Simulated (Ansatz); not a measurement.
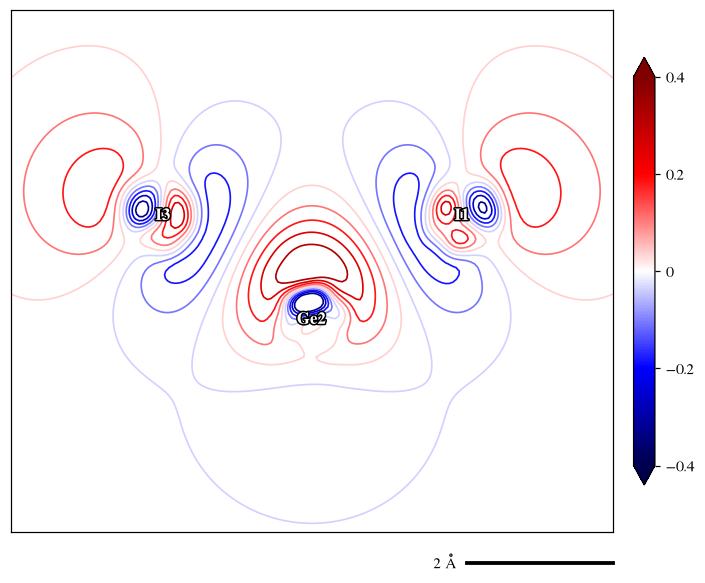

Figure. GeH$_{2}$I$_{2}$ (SMILES [I][GeH2][I]). One frontier orbital on the plane of atoms I1, Ge2 and I3 (values in Å⁻³ᐟ²; the overall sign is arbitrary).

Geometry: PBE0-D4/def2-TZVP; core potentials replace the inner electrons of I.

The calculation used Ansatz 0.2.0, RKS PBE0-D4/def2-TZVPP.

The calculation's input:

```
crystal:
  periodic: [false, false, false]
  atoms:
    - {symbol: I, position_ang: [-2.218099, 0.557874, 0.592115]}
    - {symbol: Ge, position_ang: [0.066983, -0.046679, -0.234855]}
    - {symbol: I, position_ang: [1.661643, -0.264256, 1.683655]}
    - {symbol: H, position_ang: [0.561796, 1.082831, -1.142883]}
    - {symbol: H, position_ang: [-0.022325, -1.403470, -0.939331]}
basis:
  gaussian: {orbitals: def2-TZVPP}
hamiltonian: {xc: pbe0, dispersion: d4}
output: {orbitals: {seedname: orbitals}}
```

Command:

```sh
ansatz run in.yaml --threads 4 --pin off --events-out ev --progress --plain --max-ram 10444MiB
```

Q: Which orbital is it: HOMO or LUMO?

A: The LUMO, at −1.90 eV. By Hirshfeld shares it lies mainly on Ge2 (about 35 %), I1 (about 30 %) and I3 (about 30 %).
